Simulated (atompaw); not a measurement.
# Changing the settings of a PAW (atompaw) potential for C

Aim: generate and test one potential in full, then change one design choice at a time and see what happens to hardness, ghosts and scattering.

The numbers are computed with atompaw 4.2.0.5 (LDA (PW92), scalar-relativistic, spin-unpolarised reference atom).

3 further runs of the same task are left out: 3 set aside as unsound or not needed.

### 1 The design

The settings as typed:

```
element                 : carbon (C, Z = 6)
type                    : PAW
frozen core             : [He]
valence charge          : 4
reference configuration : 2s2 2p2
partial waves           : 2s (bound): rc 1.50 bohr; 2s channel at 1.05 Ry: rc 1.50 bohr; 2p (bound): rc 1.50 bohr; 2p channel at 0.55 Ry: rc 1.50 bohr; 3d channel at 0.05 Ry: rc 1.35 bohr; 3d channel at 1.7 Ry: rc 1.50 bohr
local potential         : bessel scheme, radius 1.50 bohr
core correction         : smooth core density matched at 1.15 bohr
augmentation charge     : sinc compensation charge, radius 1.45 bohr; PAW radius 1.50 bohr; waves and projectors: custom rrkj gramschmidtortho
```

### 2 The first potential

Input file C.input:

```
C 6
LDA-PW scalarrelativistic loggrid 1500 logderivrange -3 5 201
2 2 0 0 0 0
2 1 2
0 0 0
c
v
v
2
1.50 1.45 1.50 1.15
y
1.05
n
y
0.55
n
y
0.05
y
1.7
n
custom rrkj gramschmidtortho sinc
bessel
1.50
1.50
1.50
1.50
1.35
1.50
PWSCFOUT
UPFDX 0.0125d0 UPFXMIN -7.d0 UPFZMESH 6.d0
END
```

Launch:

```sh
$ atompaw < C.input > C.log
```

Output in the file C (summary file):

```text
 Completed calculations for C (AE)

 Exchange-correlation type: LDA, Perdew-Wang correlation

 Radial integration grid is logarithmic 
 r0 =   1.2320561E-03 h =   7.3923368E-03   n =      1500 rmax =   8.0000000E+01

 Scalar relativistic calculation

 AEatom converged in  27 iterations
   nz     =   6.00
   delta  =       1.981890585544E-17

 All Electron Orbital energies:         
  n  l      occupancy      energy
  1  0      2.0000000E+00 -1.9903940E+01
  2  0      2.0000000E+00 -1.0024705E+00
  2  1      2.0000000E+00 -3.9805830E-01

 Total energy
   Total                    :      -74.88119142457285

 ---
 Completed calculations for C (SC)

 Exchange-correlation type: LDA, Perdew-Wang correlation

 Radial integration grid is logarithmic 
 r0 =   1.2320561E-03 h =   7.3923368E-03   n =      1500 rmax =   8.0000000E+01

 Scalar relativistic calculation

 SCatom converged in   1 iterations
   nz     =   6.00
   delta  =       2.942812583186E-19

 Valence Electron Orbital energies:         
  n  l      occupancy      energy
   2  0      2.0000000E+00 -1.0024705E+00
   2  1      2.0000000E+00 -3.9805830E-01

 Total energy
   Total                    :      -74.88119142410564
   Valence                  :      -17.07637637485317

 PAW parameters: 
       lmax =            2
         rc =    1.5091417375906184     
        irc =          963
   rc_shape =    1.4543348946620505     
    rc_vloc =    1.5091417375906184     
    rc_core =    1.1562338367719569     
   Vloc: truncated form - Vps(r)=A.sin(qr)/r for r<rc
   Projector type: RRKJ pseudization + Gram-Schmidt ortho.
   Sinc^2 compensation charge shape zeroed at   1.4543E+00

 Number of basis functions     6
 No.   n  nodes  l      Energy         Cp coeff         Occ
  1    2    1    0   -0.1002470E+01  0.1000000E+01  0.2000000E+01
  2  999    2    0    0.1050000E+01  0.1352774E+00  0.0000000E+00
  3    2    0    1   -0.3980583E+00  0.1000000E+01  0.2000000E+01
  4  999    1    1    0.5500000E+00 -0.1057106E-02  0.0000000E+00
  5  999    0    2    0.5000000E-01  0.1000000E+01  0.0000000E+00
  6  999    1    2    0.1700000E+01  0.6432112E-02  0.0000000E+00

 Eigenvalues of overlap operator (in the basis of projectors):
    1        3.34463594E-01
    2        3.93526055E-01
    3        1.76965162E+00
    4        6.33899679E+00
    5        1.67370509E+01
    6        5.01205012E+02

 Orbital leakage outside PAW augmentation regions
   orb  is_core?  %out_of_sphere
   1 0    T           0.00
   2 0    F          47.17
   2 1    F          53.50

 Summary of PAW energies
   Total valence energy     :    -17.07639729783909
   Smooth energy            :     10.41603729459655
   One center               :    -27.49243459243564
   Smooth kinetic           :      5.76947159722693
   Vloc energy              :      2.30840058809266
   Smooth exch-corr         :     -2.96502563922109
   One-center xc            :     -6.49411873116781
```

Run time: 1.8 s. Hardware: 1 thread, shared host.

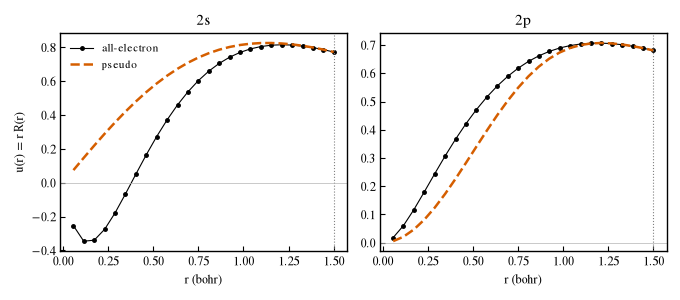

Bound waves of the atom and their pseudo partners (2s, 2p), with the matching radii dotted. The curves join 26 sampled radii.

### 3 Scattering by logarithmic derivatives

Taken from the files of the generation run. The phase is arctan(r·u′/u) with u = r·R, unwrapped, with energies in Ry. A pole is an energy at which the radial function vanishes at the test radius. The pseudo phase is shifted by a multiple of π to meet the all-electron one at the reference energy. Levels narrower than the energy grid can be missing from the poles. The last column is the largest difference on the grid between −1 and +1 Ry.

| channel | radius (bohr) | reference (Ry) | poles AE | poles PS | window around the reference with phases within 0.05 rad (Ry) | largest difference near zero (rad) |
| --- | --- | --- | --- | --- | --- | --- |
| s | 1.51 | -1.00 | 2.45 | 2.45 | the whole range | 0.000 |
| p | 1.51 | -0.40 | 2.17 | 2.18 | the whole range | 0.000 |
| d | 1.51 | 0.05 | none | none | the whole range | 0.000 |

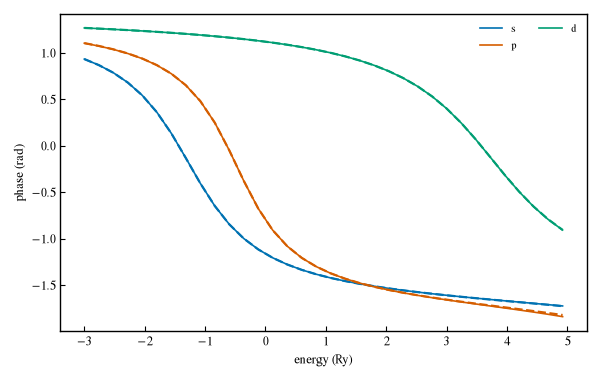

All-electron (solid) and pseudo (dashed) phases against energy.

### 4 Cutoff and ghost test in a Bessel basis

This step uses the generator's waves and projectors in a separate script. Basis: spherical Bessel functions vanishing at 20 bohr, q² up to the cutoff; potential fixed at the reference.

All-electron valence levels (Ry): 2s -1.0025, 2p -0.3981. The lowest levels of each channel (Ry) by cutoff; the last column sums, over occupied levels, occupation times the distance from the level at 400 Ry. A positive value at high cutoff is not a bound level.

| cutoff (Ry) | s #1 | p #1 | d #1 | f #1 | Σ f·Δε (mRy) |
| --- | --- | --- | --- | --- | --- |
| 8 | -0.9946 | -0.2159 | 0.0737 | 0.1173 | 380.1 |
| 12 | -1.0009 | -0.3086 | 0.0737 | 0.1173 | 182.2 |
| 18 | -1.0022 | -0.3743 | 0.0737 | 0.1173 | 48.1 |
| 25 | -1.0024 | -0.3947 | 0.0737 | 0.1173 | 6.9 |
| 35 | -1.0025 | -0.3979 | 0.0737 | 0.1173 | 0.4 |
| 45 | -1.0025 | -0.3980 | 0.0737 | 0.1173 | 0.3 |
| 400 | -1.0025 | -0.3981 | 0.0737 | 0.1173 | 0.0 |

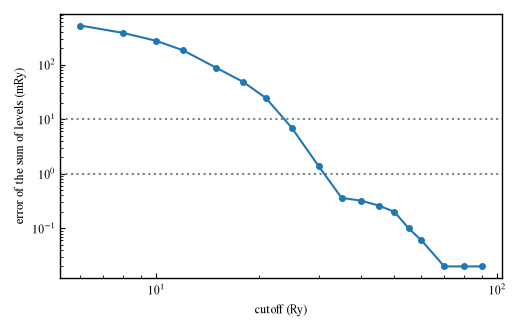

Occupation-weighted error of the valence levels against the cutoff; the dotted lines mark 10 and 1 mRy.

The sum stays within 10 mRy from 25 Ry and within 1 mRy from 35 Ry. The sum leaves out empty levels, which can need more. Ghost test: no level below the all-electron spectrum of its channel (s, p, d, f tested).

### 5 Changed: functional PBE

Changes to C.input since step 2:

```diff
@@ -1,3 +1,3 @@
 C 6
-LDA-PW scalarrelativistic loggrid 1500 logderivrange -3 5 201
+GGA-PBE scalarrelativistic loggrid 1500 logderivrange -3 5 201
 2 2 0 0 0 0
```

Launch:

```sh
$ atompaw < C.input > C.log
```

What the program wrote to the file C (summary file):

```text
 Completed calculations for C (AE)

 Exchange-correlation type: GGA, Perdew-Burke-Ernzerhof

 Radial integration grid is logarithmic 
 r0 =   1.2320561E-03 h =   7.3923368E-03   n =      1500 rmax =   8.0000000E+01

 Scalar relativistic calculation

 AEatom converged in  29 iterations
   nz     =   6.00
   delta  =       9.256995764315E-17

 All Electron Orbital energies:         
  n  l      occupancy      energy
  1  0      2.0000000E+00 -2.0093082E+01
  2  0      2.0000000E+00 -1.0106695E+00
  2  1      2.0000000E+00 -3.8847583E-01

 Total energy
   Total                    :      -75.52962648694728

 ---
 Completed calculations for C (SC)

 Exchange-correlation type: GGA, Perdew-Burke-Ernzerhof

 Radial integration grid is logarithmic 
 r0 =   1.2320561E-03 h =   7.3923368E-03   n =      1500 rmax =   8.0000000E+01

 Scalar relativistic calculation

 SCatom converged in   1 iterations
   nz     =   6.00
   delta  =       2.165537914035E-17

 Valence Electron Orbital energies:         
  n  l      occupancy      energy
   2  0      2.0000000E+00 -1.0106695E+00
   2  1      2.0000000E+00 -3.8847583E-01

 Total energy
   Total                    :      -75.52962648798844
   Valence                  :      -17.76542050414089

 PAW parameters: 
       lmax =            2
         rc =    1.5091417375906184     
        irc =          963
   rc_shape =    1.4543348946620505     
    rc_vloc =    1.5091417375906184     
    rc_core =    1.1562338367719569     
   Vloc: truncated form - Vps(r)=A.sin(qr)/r for r<rc
   Projector type: RRKJ pseudization + Gram-Schmidt ortho.
   Sinc^2 compensation charge shape zeroed at   1.4543E+00

 Number of basis functions     6
 No.   n  nodes  l      Energy         Cp coeff         Occ
  1    2    1    0   -0.1010670E+01  0.1000000E+01  0.2000000E+01
  2  999    2    0    0.1050000E+01  0.1213655E+00  0.0000000E+00
  3    2    0    1   -0.3884758E+00  0.1000000E+01  0.2000000E+01
  4  999    1    1    0.5500000E+00 -0.1321632E-02  0.0000000E+00
  5  999    0    2    0.5000000E-01  0.1000000E+01  0.0000000E+00
  6  999    1    2    0.1700000E+01  0.7767439E-02  0.0000000E+00

 Eigenvalues of overlap operator (in the basis of projectors):
    1        2.59482770E-01
    2        3.24502773E-01
    3        1.57644096E+00
    4        6.53510134E+00
    5        1.73311204E+01
    6        3.30289436E+02

 Orbital leakage outside PAW augmentation regions
   orb  is_core?  %out_of_sphere
   1 0    T           0.00
   2 0    F          46.56
   2 1    F          53.66

 Summary of PAW energies
   Total valence energy     :    -17.76544238076252
   Smooth energy            :     10.33869757230271
   One center               :    -28.10413995306523
   Smooth kinetic           :      5.82330030067047
   Vloc energy              :      2.28803552963273
   Smooth exch-corr         :     -3.06833839020146
   One-center xc            :     -7.08735332763606
```

It took 1.8 s on 1 thread, shared host.

Compared with the first run, the loose cutoff stays at 25 Ry and there is no bound ghost.

### 6 All runs side by side

Cutoffs, loose and tight: the cutoffs (Ry, on a coarse ladder) from which the occupation-weighted sum of valence levels, in a spherical-Bessel basis at the reference potential, stays within 10 and 1 mRy of its value at 400 Ry; empty and scattering waves don't count. The number of plane waves in a given cell goes as the cutoff to the power 3/2; it is given for the loose cutoff, relative to the first potential. The phase difference is the largest within 1 Ry of zero, over the channels with partial waves. A dash means not determined. 4 further runs were made in the same way; their inputs and logs are not shown.

```tsv
change	outcome	cutoff, loose	cutoff, tight	plane waves, relative	bound ghosts	phase difference near zero (rad)	lowest overlap eigenvalue (Bessel basis)
first potential	generated	25 Ry	35 Ry	1.00	none	0.000	0.585
functional PBE	generated	25 Ry	35 Ry	1.00	none	0.000	0.583
waves 3d channel at -0.19 Ry: rc 1.50 bohr	failed: atompaw: The overlap operator has at least one negative eigenvalue!	–	–	–	–	–	–
augmentation sinc compensation charge, radius 1.45 bohr; PAW radius 1.50 bohr; waves and projectors: custom polynom2 7 10 vanderbiltortho	generated	18 Ry	25 Ry	0.61	none	0.000	0.533
waves 3d channel at 1.7 Ry: rc 1.08 bohr	failed: atompaw: The overlap operator has at least one negative eigenvalue!	–	–	–	–	–	–
waves 3d channel at 1.7 Ry: rc 1.16 bohr	failed: atompaw: The overlap operator has at least one negative eigenvalue!	–	–	–	–	–	–
```

In words: The softest is the variant "augmentation sinc compensation charge, radius 1.45 bohr; PAW radius 1.50 bohr …", at 18 Ry; the highest cutoff read, 25 Ry, costs 1.6 times the plane waves. 3 of the changes stop the generator.

The first potential by itself. It counts as soft on the atom at that tolerance, with 25 Ry needed at the looser tolerance. The slowest occupied level is 2p: taken alone it needs 30 Ry to come within 1 mRy, against 15 Ry for 2s. It is free of bound ghosts as far as tested. Near zero energy the phases of the channels with partial waves agree within 0.001 rad.
